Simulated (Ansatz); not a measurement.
# TiZnSe3 (model cell, started as cubic perovskite with Ti in the octahedra): following an unstable mode

Which phase does TiZnSe3 (model cell, started as cubic perovskite with Ti in the octahedra) fall into along its unstable mode, and how much energy does it gain?

Calculated with Ansatz 0.2.0; DFT PBE, scalar-relativistic, plane waves, PAW; PAW set soft_1.

The structure was built from a prototype and need not be the compound's stable phase.

**1. The starting structure**

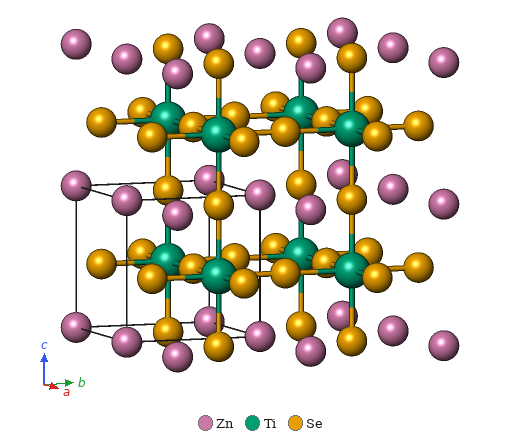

The starting structure, seen slightly off an axis (zinc pink, titanium teal, selenium orange). 2×2×2 cells are drawn. Some periodic images of atoms are drawn too.

**2. Response at finite wavevector**

The cell comes from relaxations at this level that are not shown. Stability and thermal properties need the whole zone. Linear response on a 2×2×2 q mesh gives force constants as far as a supercell of that size would.

File input.yaml:

```yaml
crystal:
  lattice:
    - [4.9563954824, 0.0, 0.0]
    - [0.0, 4.9563954824, 0.0]
    - [0.0, 0.0, 4.9563954824]
  atoms:
    - { symbol: Zn, position: [0.0, 0.0, 0.0] }
    - { symbol: Ti, position: [0.5, 0.5, 0.5] }
    - { symbol: Se, position: [0.5, 0.5, 0.0] }
    - { symbol: Se, position: [0.5, 0.0, 0.5] }
    - { symbol: Se, position: [0.0, 0.5, 0.5] }
kpoints:
  mp_grid: { grid: [8, 8, 8] }
hamiltonian:
  xc: pbe
  pseudopotentials: { kind: paw, azcp: { folder: soft_1 } }
scf:
  occupations: { method: methfessel_paxton, width: 0.2 }
output:
  eigenvalues: true
phonons:
  method: dfpt
  qmesh: [2, 2, 2]
  temperatures: { t_max: 1000, t_step: 50 }
  qpath:
    path:
      - [[0.0, 0.0, 0.0], [0.0, 0.5, 0.0], [0.5, 0.5, 0.0], [0.0, 0.0, 0.0], [0.5, 0.5, 0.5], [0.0, 0.5, 0.0]]
      - [[0.5, 0.5, 0.5], [0.5, 0.5, 0.0]]
    npoints: 10
```

Started as:

```
ansatz run input.yaml --threads 4 --pin off --max-ram 16384MiB --backend cpu --events-out ev --progress --plain --runs-dir out
```

Numbers of over 12 decimals in the logs are rounded to 6 here.

What it wrote:

```text
Engine: ansatz 0.2.0, aarch64-unknown-linux-gnu
Pseudopotentials: kind: paw
Pseudopotential: Zn, paw, valence charge 12, recommended cutoff 420 eV (normal), soft_1/Zn.paw.azcp
Pseudopotential: Ti, paw, valence charge 12, recommended cutoff 420 eV (normal), soft_1/Ti.paw.azcp
Pseudopotential: Se, paw, valence charge 16, recommended cutoff 420 eV (normal), soft_1/Se.paw.azcp
Functional definition: PBE
  parameter kappa = 0.804
  parameter beta = 0.066725
  exchange = pbe_x(kappa = kappa, mu = beta*pi^2/3)
  correlation = pbe_c(beta = beta)
Crystal: 5 atoms, lattice volume = 121.758 Å³
Basis set: ecut = 420 eV, 2373 PW (Γ), exchange–correlation on 72×72×72 points (8 copies of the dense FFT grid, shifted against one another)
Bands: 44, of which v1, the nominal top of the filled ones, is band 36 counted from 1 (35 counted from 0)
Symmetry: 48 space group operations
k-points: 35 of 512
Non-local potential: Zn, projectors of the file, l = 0: 2, l = 1: 2, l = 2: 3, l = 3: 1
Non-local potential: Ti, projectors of the file, l = 0: 3, l = 1: 2, l = 2: 3, l = 3: 1
Non-local potential: Se, projectors of the file, l = 0: 2, l = 1: 2, l = 2: 3, l = 3: 1
PAW form: soft (Blöchl's): semilocal exchange-correlation on the pseudo side does not see the compensation charge
PAW one-centre angular grid: Zn, 590 points (default); XC on 64 Gauss nodes
PAW one-centre angular grid: Ti, 590 points (default); XC on 64 Gauss nodes
PAW one-centre angular grid: Se, 590 points (default); XC on 64 Gauss nodes
Initial density: superposition of atomic densities (chi_scale 0.1, normalization cell, long waves kept (reshape's long-wave potential 0.00 eV rms))
Initial wavefunctions: pseudopotential atomic-orbital guess
Functional: x = pbe(κ = 0.804, μ = 0.219515), c = pbe(β = 0.066725)
SCF iter   1: F=—  HF=-22231.935844 eV  |F-HF|=—  |Δ(HF+E_count)|=         —  Δρ=1.76e-1  dr2=7.24e1  ethr=3.10e-3  ⟨swp⟩=5.9  Hψ=5405  notcnv=0
preconditioner: auto → LDOS  [metal: Δε(μ)=0.051 eV  Ē_g=7.949 eV  σ=0.200 eV  W_gap=0.21  n_scr=26 (ndim 8)  ℏωp=19.6 eV  f_vac=0.011  D(μ)=4.63/eV (n_scr^D=32)  β→1.0]
SCF iter   2: F=—  HF=-22228.384699 eV  |F-HF|=—  |Δ(HF+E_count)|=    3.55e0  S|Δr|=    0.00e0  Δρ=7.20e-2  dr2=4.29e0  ethr=3.10e-3  ⟨swp⟩=3.0  Hψ=3275  notcnv=0  defer=21
SCF iter   3: F=—  HF=-22227.731808 eV  |F-HF|=—  |Δ(HF+E_count)|=   6.53e-1  S|Δr|=    0.00e0  Δρ=4.41e-2  dr2=2.46e0  ethr=3.10e-3  ⟨swp⟩=3.1  Hψ=3023  notcnv=0  defer=67
SCF iter   4: F=—  HF=-22227.177110 eV  |F-HF|=—  |Δ(HF+E_count)|=   5.55e-1  S|Δr|=    0.00e0  Δρ=1.25e-2  dr2=3.16e-1  ethr=3.10e-3  ⟨swp⟩=2.0  Hψ=2517  notcnv=0  defer=73
SCF iter   5: F=—  HF=-22227.141302 eV  |F-HF|=—  |Δ(HF+E_count)|=   3.58e-2  S|Δr|=    0.00e0  Δρ=1.93e-3  dr2=8.38e-3  ethr=4.39e-4  ⟨swp⟩=2.0  Hψ=1979  notcnv=0  defer=67
SCF iter   6: F=—  HF=-22227.140867 eV  |F-HF|=—  |Δ(HF+E_count)|=   4.35e-4  S|Δr|=    0.00e0  Δρ=5.47e-4  dr2=2.49e-4  ethr=1.16e-5  ⟨swp⟩=2.5  Hψ=2453  notcnv=0  defer=67
SCF iter   7: F=—  HF=-22227.140846 eV  |F-HF|=—  |Δ(HF+E_count)|=   2.16e-5  S|Δr|=    0.00e0  Δρ=1.70e-4  dr2=5.70e-5  ethr=3.46e-7  ⟨swp⟩=2.0  Hψ=2698  notcnv=0  defer=67
SCF iter   8: F=—  HF=-22227.140834 eV  |F-HF|=—  |Δ(HF+E_count)|=   1.21e-5  S|Δr|=    0.00e0  Δρ=5.07e-5  dr2=5.28e-6  ethr=7.92e-8  ⟨swp⟩=2.0  Hψ=2695  notcnv=0  defer=67
SCF iter   9: F=—  HF=-22227.140831 eV  |F-HF|=—  |Δ(HF+E_count)|=   2.34e-6  S|Δr|=    0.00e0  Δρ=1.07e-5  dr2=2.89e-7  ethr=7.33e-9  ⟨swp⟩=1.5  Hψ=1502  notcnv=0  defer=67
SCF iter  10: F=—  HF=-22227.140831 eV  |F-HF|=—  |Δ(HF+E_count)|=   1.03e-8  S|Δr|=    0.00e0  Δρ=2.85e-6  dr2=1.40e-8  ethr=4.01e-10  ⟨swp⟩=2.0  Hψ=1736  notcnv=0  defer=67
SCF iter  11: F=—  HF=-22227.140831 eV  |F-HF|=—  |Δ(HF+E_count)|=   2.73e-9  S|Δr|=    0.00e0  Δρ=8.39e-7  dr2=1.22e-9  ethr=1.94e-11  ⟨swp⟩=2.0  Hψ=1949  notcnv=0  defer=67
SCF iter  12: F=—  HF=-22227.140831 eV  |F-HF|=—  |Δ(HF+E_count)|=  1.31e-10  S|Δr|=    0.00e0  Δρ=2.15e-7  dr2=7.71e-11  ethr=1.69e-12  ⟨swp⟩=2.1  Hψ=2095  notcnv=0  defer=67
SCF iter  13: F=-22227.140831 eV  HF=-22227.140831 eV  |F-HF|=0.00e0  |Δ(HF+E_count)|=  3.64e-12  S|Δr|=    0.00e0  Δρ=2.53e-8  dr2=9.39e-13  ethr=1.00e-12  ⟨swp⟩=10.5  Hψ=7377  notcnv=0
SCF 1 converged in 13 iterations: F = -22227.140831 eV  dr2 = 9.39e-13
  greatest PAW one-centre occupation: 1.000 electrons in one spin orbital (limit 2), on the Se atom at site 4 (counted from 0), in its partial waves of l = 2
Initial density: read from a saved state, or passed on in memory by an earlier SCF of this step, an earlier step, the calling program or the single point that the run made first
iter 1 solved again at ethr=8.78e-8 eV; its pass at ethr=3.10e-3 eV (dr2=6.32e-5 eV) is discarded
SCF iter   1: F=—  HF=-22227.140833 eV  |F-HF|=—  |Δ(HF+E_count)|=         —  Δρ=2.98e-7  dr2=1.69e-10  ethr=8.78e-8  ⟨swp⟩=3.0  Hψ=9462  notcnv=0
eigensolver tolerance schedule: the retry pair's looser diagonalisation over-reported the residual by 374626.69 of it (diagonalisation noise at an unbounded share of the residual, at the tolerance the schedule requests for it); recorded, not acted on — ethr = c·dr2/N_el stays at c = 1.0e-1
preconditioner: auto → LDOS  [metal: Δε(μ)=0.066 eV  Ē_g=7.852 eV  σ=0.200 eV  W_gap=0.28  n_scr=26 (ndim 8)  ℏωp=19.6 eV  f_vac=0.022  D(μ)=3.62/eV (n_scr^D=26)  β→1.0]
SCF iter   2: F=—  HF=-22227.140831 eV  |F-HF|=—  |Δ(HF+E_count)|=   1.53e-6  S|Δr|=    0.00e0  Δρ=4.26e-7  dr2=2.15e-10  ethr=1.00e-12  ⟨swp⟩=3.2  Hψ=3933  notcnv=0
SCF iter   3: F=—  HF=-22227.140831 eV  |F-HF|=—  |Δ(HF+E_count)|=  1.38e-10  S|Δr|=    0.00e0  Δρ=1.63e-7  dr2=5.19e-11  ethr=1.00e-12  ⟨swp⟩=3.0  Hψ=2925  notcnv=0
SCF iter   4: F=—  HF=-22227.140831 eV  |F-HF|=—  |Δ(HF+E_count)|=  3.64e-12  S|Δr|=    0.00e0  Δρ=1.35e-7  dr2=2.62e-11  ethr=1.00e-12  ⟨swp⟩=1.0  Hψ=1540  notcnv=0
SCF iter   5: F=-22227.140831 eV  HF=-22227.140831 eV  |F-HF|=1.09e-11  |Δ(HF+E_count)|=  7.28e-12  S|Δr|=    0.00e0  Δρ=7.04e-8  dr2=9.39e-12  ethr=1.00e-12  ⟨swp⟩=2.1  Hψ=3588  notcnv=0
SCF 2 converged in 5 iterations: F = -22227.140831 eV  dr2 = 9.39e-12
  greatest PAW one-centre occupation: 1.000 electrons in one spin orbital (limit 2), on the Se atom at site 2 (counted from 0), in its partial waves of l = 2
phonons: the bands overlap, so this run is a metal and interpolates without the dipole-dipole term. If the crystal is really an insulator or semiconductor, its LO-TO splitting is missing
NSCF: frozen V_eff on 35 k-points
NSCF: frozen V_eff on 125 k-points
DFPT response loops at q = (0, 0, 0) (fractional): preconditioner auto → Kerker (q_TF=auto, 2.500 Å⁻¹) (partly filled bands, converged f_vac=0.022); β = 1.00, the filter's whole step (`scf.mixing.beta` (0.50) is not read by the response loops under this deck's `scf.mixing.preconditioner`; to damp them name `kerker` or `kerker_dos`, under which they read `scf.mixing.beta`, and type it under 1.00, their step now; both keys bind the ground state too); Broyden in place of MSR1
NSCF: frozen V_eff on 250 k-points
DFPT response loops at q = (0, 0, -0.5) (fractional): mixed as the last ones told, above
NSCF: frozen V_eff on 250 k-points
DFPT response loops at q = (0, -0.5, -0.5) (fractional): mixed as the last ones told, above
NSCF: frozen V_eff on 250 k-points
DFPT response loops at q = (-0.5, -0.5, -0.5) (fractional): mixed as the last ones told, above
SCF converged after 13 iterations
Stability not checked: this state was not tested for a lower state beside it, because cold or Methfessel-Paxton smearing, or corrected tetrahedra, fill the levels in a way that the test cannot read (fill_not_monotonic; see scf.lower_state_search)
Free energy (F): -22227.140831 eV
Harris-Foulkes:  -22227.140831 eV  (|F-HF|=0.00e0)
Internal energy: -22227.149335 eV  (E = F + TS)
E sigma→0 (E₀):  -22227.142957 eV
Entropy (-TS):   0.008504 eV (1.701 meV/atom)
Fermi energy:    6.944286 eV
--- Per-component energies (eV) ---
  E_band       = -1409.760446
  E_kinetic    = 754.135551
  E_local      = -11439.684366  (includes V_loc(G=0)·N_el)
  E_nonlocal   = -181.079094
  E_hartree    = 5538.714021
  E_xc         = -446.247862
  E_vxc        = -462.621076  (∫ρ·V_xc dr)
  E_paw        = -9330.036525  (= ΣΔE_a)
  E_vpaw       = -1157.938007  (= ΣTr[D̂ρ^β])
  E_aug_tail   = -0.001493  (compensation charges beyond the density's cutoff)
  E_ewald      = -7122.949566
  E_smearing   = 0.008504  (= −TS)
  E_closure    = -0.000000  (closes the sum)
  Σ components = -22227.140831   (vs F -22227.140831, Δ=0.00e0)
--- Band table (eV; the first three rows and the last of 35) ---
  k-point 0: bands = [... 32 lower, 6.2209, 6.2209, 6.8977, 6.8977, 6.8977, 7.1940, 7.1940, 7.1940, ... 4 higher]
  k-point 1: bands = [... 32 lower, 5.9228, 6.1428, 6.6703, 6.7259, 6.7259, 7.1982, 7.6822, 7.6822, ... 4 higher]
  k-point 2: bands = [... 32 lower, 5.3499, 5.9681, 6.7213, 6.7213, 6.9674, 7.2086, 8.2763, 8.2763, ... 4 higher]
  k-point 34: bands = [... 32 lower, 3.7473, 5.2714, 7.7060, 7.7060, 7.7060, 8.7582, 8.7582, 8.7582, ... 4 higher]
--- Phonons (Γ-DFPT): 4 representative perturbations + reference (Σ response iterations 13) ---
  ASR residual: 2.326e-5 → 0.000e0 eV/Å²; symmetrization residual: 1.623e-5 eV/Å²
  ASR residual per site (eV/Å²): 4.73e-6 1.45e-5 2.33e-5 2.33e-5 2.33e-5
  Γ frequencies (cm⁻¹): -143.82 -143.82 -143.82 -76.84 -76.84 -76.84 -60.41 -60.41 -60.41 0.00 0.00 0.00 194.58 194.58 194.58
--- Phonons (arbitrary-q DFPT): 4 irreducible q on the 2×2×2 mesh ---
  q = [0.0000, 0.0000, 0.0000] (star 1, of the zone-centre solve; hermiticity 4.23e-6, symmetrization 5.53e-12): -143.82 -143.82 -143.82 -76.84 -76.84 -76.84 -60.41 -60.41 -60.41 0.00 0.00 0.00 194.58 194.58 194.58
  q = [0.0000, 0.0000, -0.5000] (star 3, 9 solved perturbations in 975 linear systems a pass and spin channel, the states on 125 of 512 k-point pairs; hermiticity 2.19e-6, symmetrization 5.07e-12): -105.39 -105.39 -84.93 -64.97 -64.97 -57.70 -35.39 -35.39 -14.20 42.49 42.49 204.43 204.43 205.10 213.71
  q = [0.0000, -0.5000, -0.5000] (star 3, 9 solved perturbations in 975 linear systems a pass and spin channel, the states on 125 of 512 k-point pairs; hermiticity 2.32e-6, symmetrization 1.10e-12): -108.05 -80.47 -80.47 -67.48 -47.60 -31.80 -31.80 34.68 34.68 90.97 186.83 196.25 196.25 222.19 232.11
  q = [-0.5000, -0.5000, -0.5000] (star 1, 4 solved perturbations in 350 linear systems a pass and spin channel, the states on 125 of 512 k-point pairs; hermiticity 2.21e-6, symmetrization 2.60e-12): -113.56 -113.56 -113.56 -60.90 -60.90 -60.90 99.21 99.21 99.21 185.48 185.48 185.48 198.39 198.39 251.70
  sum rule: each row above includes the acoustic sum rule's correction from the zone centre's row sums; it moved no ω² by more than (0.29 cm⁻¹)²
  mesh force constants: q→R imaginary residual 3.55e-18; ASR residual 2.326e-5 → 0.000e0 eV/Å²; symmetrization residual 1.243e-14 eV/Å²
  interpolated dispersion: 62 rows × 15 modes
  density of states and harmonic sums: on the 14×14×14 q-mesh, interpolated from the force constants of a 2×2×2 supercell (no non-analytic term)
  largest difference from the sums on the solved wave vectors: F 2.56e-1 eV, S 3.54e-4 and C_V 1.01e-4 eV/K
  zero-point energy: 0.068135 eV/cell   skipped modes (ω ≤ 0): 870, of them read as no rigid motion or as one in doubt: 867 (7.101e0 modes/cell left out, lowest -143.82 cm⁻¹)   left out of the sums: 4.73e-1 of the cell's modes: C_V's classical limit lies that fraction below 3 k_B per atom; for a crystal, a wire or a layer, F and S can be off by more, and a phonons.interpolated_qmesh denser along its periods is the remedy for the sampling
```

Run time: 8.1 min. Hardware: 4 threads of Arm Neoverse V1, shared host; peak memory 1.9 GiB; 32 min of CPU time.

Reading the cycles: dr2 is the Hartree energy of the density residual (eV), the measure of convergence; HF is the Harris–Foulkes estimate of the energy, which meets the free energy F at convergence.

This step gave:

```yaml
volume_per_atom: 24.35 Å³
gap_on_the_k_mesh: 0 eV
sum_rule_residual_before_enforcement: 2.33e-5 eV/Å²
lowest_frequency_on_the_path: -143.8 cm⁻¹
point_group: m-3m
highest_frequency_on_the_path_or_at_a_solved_wavevector: 251.7 cm⁻¹
highest_optical_mode_at_the_zone_centre_no_lo_to_term: 194.6 cm⁻¹
lowest_optical_zone_centre_mode: -143.8 cm⁻¹
lowest_mode_on_the_q_mesh_acoustic_modes_at_gamma_apart: -143.8 cm⁻¹
```

Frequencies (cm⁻¹) solved at each irreducible wavevector; negative means imaginary. Frequencies by wavevector, by row:

| q in reciprocal lattice units | star | mode 1 | mode 2 | mode 3 | mode 4 | mode 13 | mode 14 | mode 15 |
| --- | --- | --- | --- | --- | --- | --- | --- | --- |
| 0 0 0 | 1 | -143.8 | -143.8 | -143.8 | -76.8 | 194.6 | 194.6 | 194.6 |
| 0 0 -0.5 | 3 | -105.4 | -105.4 | -84.9 | -65 | 204.4 | 205.1 | 213.7 |
| 0 -0.5 -0.5 | 3 | -108 | -80.5 | -80.5 | -67.5 | 196.2 | 222.2 | 232.1 |
| -0.5 -0.5 -0.5 | 1 | -113.6 | -113.6 | -113.6 | -60.9 | 198.4 | 198.4 | 251.7 |

Interpolated from a 2×2×2 q mesh. The phonon branches at the labelled points (cm⁻¹):

| point | branch 1 | branch 2 | branch 3 | branch 4 | branch 12 | branch 13 | branch 14 | branch 15 |
| --- | --- | --- | --- | --- | --- | --- | --- | --- |
| Γ | -144 | -144 | -144 | -77 | 0 | 195 | 195 | 195 |
| X | -105 | -105 | -85 | -65 | 204 | 204 | 205 | 214 |
| M | -108 | -80 | -80 | -68 | 196 | 196 | 222 | 232 |
| Γ | -144 | -144 | -144 | -77 | 0 | 195 | 195 | 195 |
| R | -114 | -114 | -114 | -61 | 186 | 198 | 198 | 252 |
| X | -105 | -105 | -85 | -65 | 204 | 204 | 205 | 214 |
| jump to R | -114 | -114 | -114 | -61 | 186 | 198 | 198 | 252 |
| M | -108 | -80 | -80 | -68 | 196 | 196 | 222 | 232 |

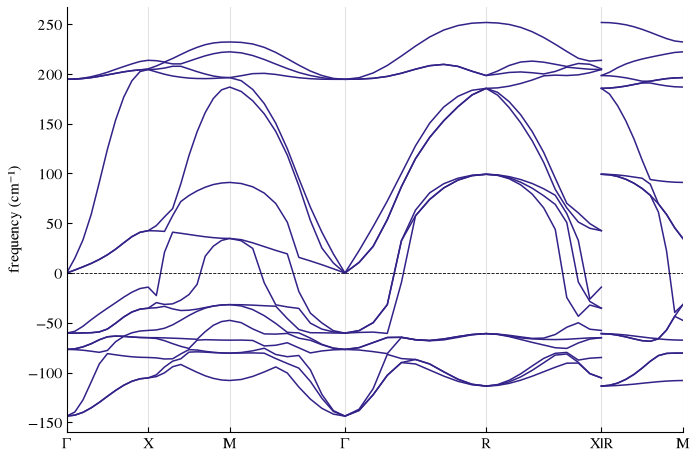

Phonon branches along the path.

Symmetry leaves 4 wavevectors to solve. The lowest mode among them, the acoustic zeros apart, lies at Γ and is imaginary, 143.8i cm⁻¹, so the energy falls along it.

**3. The mode frozen in, largest atomic shift 0 Å**

The mode followed lies at Γ with frequency 143.8i cm⁻¹ and is 3-fold degenerate, the softest among the wavevectors solved. At small amplitude the distorted cell has space group no. 99 by a symmetry search on the positions. The undistorted cell that holds it gives the zero of energy on the same k mesh.

input.yaml, the sections that differ from step 2:

```yaml
output:
  forces: true
  stress: true
  eigenvalues: true
# crystal, kpoints, hamiltonian, scf: as in step 2
# phonons: removed
```

What it wrote:

```text
[...]
Crystal: 5 atoms, lattice volume = 121.758 Å³
Basis set: ecut = 420 eV, 2373 PW (Γ), exchange–correlation on 72×72×72 points (8 copies of the dense FFT grid, shifted against one another)
Bands: 44, of which v1, the nominal top of the filled ones, is band 36 counted from 1 (35 counted from 0)
Symmetry: 48 space group operations
[...]
k-points: 35 of 512
[...]
k-point 0: bands = [... 32 lower, 6.2209, 6.2209, 6.8977, 6.8977, 6.8977, 7.1940, 7.1940, 7.1940, ... 4 higher]
  k-point 1: bands = [... 32 lower, 5.9228, 6.1428, 6.6702, 6.7259, 6.7259, 7.1982, 7.6822, 7.6822, ... 4 higher]
  k-point 2: bands = [... 32 lower, 5.3499, 5.9681, 6.7213, 6.7213, 6.9674, 7.2086, 8.2763, 8.2763, ... 4 higher]
  k-point 34: bands = [... 32 lower, 3.7473, 5.2714, 7.7060, 7.7060, 7.7060, 8.7582, 8.7582, 8.7582, ... 4 higher]
[key lines of the parts left out:]
SCF converged after 10 iterations
Free energy (F): -22227.140831 eV
Fermi energy:    6.944285 eV
P = ⅓ Tr σ = -0.0043 GPa (-0.043 kbar)
```

It took 4.1 s on 4 threads; peak memory 0.54 GiB; 16 s of CPU time.

Numbers from this step:

```yaml
pressure: -0.004307 GPa
energy_from_the_undistorted_cell: 0 meV/atom
```

The run ends at a pressure of 0.00 GPa.

**4. The mode frozen in, largest atomic shift 0.14 Å**

The atoms are moved along the unstable eigenvector, the largest shift by 0.14 Å, with the cell fixed.

input.yaml, the sections that differ from step 3:

```yaml
crystal:
  lattice:
    - [4.9563954824, 0.0, 0.0]
    - [0.0, 4.9563954824, 0.0]
    - [0.0, 0.0, 4.9563954824]
  atoms:
    - { symbol: Zn, position: [0.0, -0.0067626504, 0.0] }
    - { symbol: Ti, position: [0.5, 0.4717536665, 0.5] }
    - { symbol: Se, position: [0.5, 0.5114504802, 0.0] }
    - { symbol: Se, position: [0.5, -0.0001811096, 0.5] }
    - { symbol: Se, position: [0.0, 0.5114504802, 0.5] }
# kpoints, hamiltonian, scf, output: as in step 3
```

What it wrote:

```text
[...]
Crystal: 5 atoms, lattice volume = 121.758 Å³
Basis set: ecut = 420 eV, 2373 PW (Γ), exchange–correlation on 72×72×72 points (8 copies of the dense FFT grid, shifted against one another)
Bands: 44, of which v1, the nominal top of the filled ones, is band 36 counted from 1 (35 counted from 0)
Symmetry: 8 space group operations
[...]
k-points: 75 of 512 (time reversal used)
[...]
k-point 0: bands = [... 32 lower, 6.0913, 6.1584, 6.6335, 6.6335, 6.7423, 7.2563, 7.6907, 7.6907, ... 4 higher]
  k-point 1: bands = [... 32 lower, 5.9117, 6.1087, 6.3860, 6.4987, 6.8278, 7.6055, 7.7252, 7.7884, ... 4 higher]
  k-point 2: bands = [... 32 lower, 5.4221, 5.9353, 6.3377, 6.5853, 6.9978, 7.6853, 8.2090, 8.3136, ... 4 higher]
  k-point 74: bands = [... 32 lower, 3.8397, 5.2553, 7.6867, 7.6867, 7.7173, 8.7660, 8.7660, 8.8019, ... 4 higher]
[key lines of the parts left out:]
SCF converged after 10 iterations
Free energy (F): -22227.166186 eV
Fermi energy:    6.950392 eV
P = ⅓ Tr σ = 0.2015 GPa (2.015 kbar)
```

Elapsed: 14 s, on 4 threads; peak memory 0.61 GiB; 55 s of CPU time.

Numbers from this step:

| Property | Result |
| --- | --- |
| pressure | 0.2015 GPa |
| energy from the undistorted cell | -5.157 meV/atom |

The energy, extrapolated to zero smearing, is -5.16 meV/atom against the undistorted cell.

The run ends at a pressure of 0.20 GPa, with forces up to 0.41 eV/Å.

**5. Energy along the mode, all amplitudes (two of the runs are shown above)**

An imaginary frequency means negative curvature, so the energy should fall and then rise again as anharmonic terms take over.

Numbers from this step:

* depth at the lowest point sampled: 5.157 meV/atom
* largest atomic shift at that point: 0.14 Å

Energy from the parent against largest atomic shift:

| largest atomic shift (Å) | energy from the parent (meV/atom) |
| --- | --- |
| 0.000 | 0 |
| 0.040 | -0.847 |
| 0.080 | -2.63 |
| 0.140 | -5.16 |
| 0.220 | -4.08 |
| 0.320 | 16.8 |

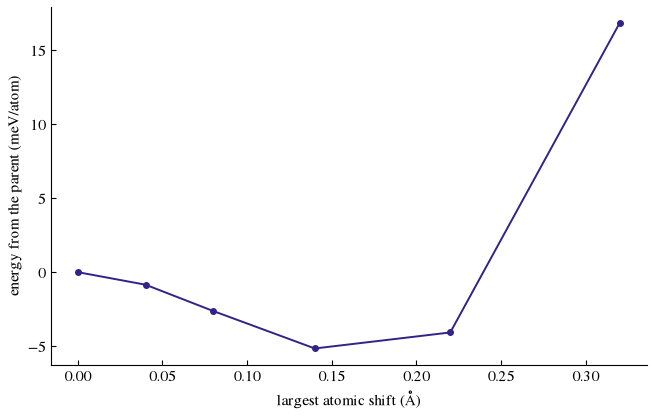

Energy from the parent, plotted against largest atomic shift.

Displacement at unit largest shift by atom:

```csv
atom,x (Å),y (Å),z (Å),size
Zn1,0.00,-0.24,0.00,0.24
Ti2,0.00,-1.00,0.00,1.00
Se3,0.00,0.41,0.00,0.41
Se4,0.00,-0.01,0.00,0.01
Se5,0.00,0.41,0.00,0.41
```

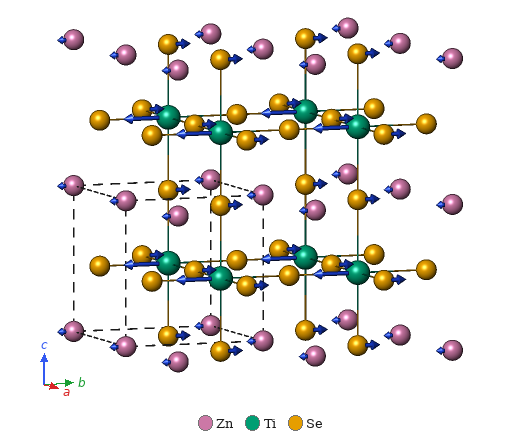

Displacement at unit largest shift as arrows, the longest 1 Å. 2×2×2 cells are drawn. Some periodic images of atoms are drawn too.

The lowest of the steps tried is at 0.14 Å, 5.16 meV/atom below the parent; the bottom of the well need not coincide with a step.

[end of part 1 of 3]

[Logs are printed without paths, hosts, clocks, repeated set-up lines and the standing remarks that a program may print on its own settings, such as how far it seeks lower states.]

[Hosts, paths, dates, database ids (printed as entryN), source tags and the programs' standing remarks are cut or masked in the printed files.]
